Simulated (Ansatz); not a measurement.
Consider BGeH₂OSi (SMILES O=B[SiH]=[GeH-]) (charge −1).

Input

```
crystal:
  periodic: [false, false, false]
  atoms:
    - {symbol: B, position_ang: [-0.772573, -0.420670, 1.125665]}
    - {symbol: Ge, position_ang: [1.333900, 0.358415, -1.823167]}
    - {symbol: O, position_ang: [-1.520164, -0.001415, 2.002450]}
    - {symbol: Si, position_ang: [0.430544, -1.053683, -0.295517]}
    - {symbol: H, position_ang: [0.556536, -2.545313, -0.096664]}
    - {symbol: H, position_ang: [2.085860, -0.886941, -2.504168]}
basis:
  gaussian: {orbitals: def2-TZVPD}
total_charge: -1
hamiltonian: {xc: pbe0}
output: {forces: true, orbitals: {seedname: orbitals}}
```

Command:

```sh
ansatz run input.yaml --threads 2 --pin off --max-ram 4350MiB --events-out events.jsonl --progress --plain --runs-dir runs
```

Geometry: r2SCAN-D4/def2-SVPD.

Level of theory: isolated molecule in a Gaussian basis; Kohn-Sham density functional theory, functional PBE0 (Ansatz).

Q: Predict the electron density and electron localisation function between the atoms.

A: B–O (1.23 Å): ρ is about 2.9 e/Å³ halfway; the ELF peaks at about 0.85 between the atoms; a polar covalent bond.
Si–B (1.97 Å): ρ at the midpoint is about 0.77 e/Å³; the ELF peaks at about 1 between the atoms; a shared electron pair.
Si–Ge (2.27 Å): ρ at the midpoint is about 0.61 e/Å³; the ELF peaks at about 0.85 between the atoms (a shared electron pair).
Si–H (1.51 Å): ρ at the midpoint is about 0.74 e/Å³; the ELF climbs to about 1 towards the hydrogen, as it does in any bond to H.

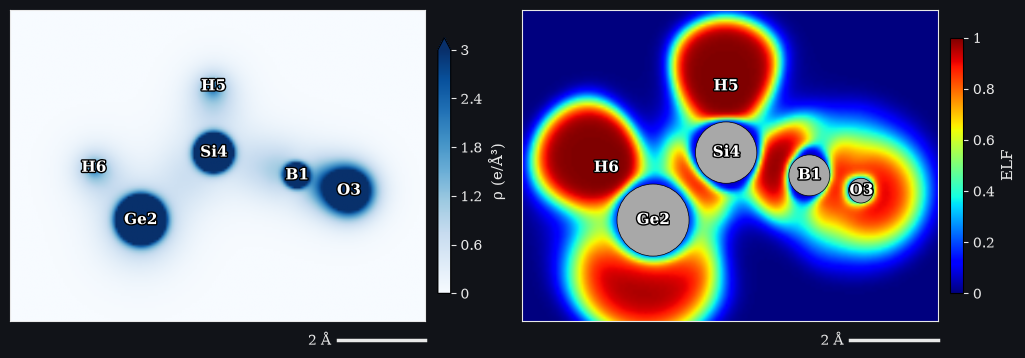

Computed electron density and electron localisation function on the molecular plane, in this order. Grey discs cover the atomic cores in the ELF map. 
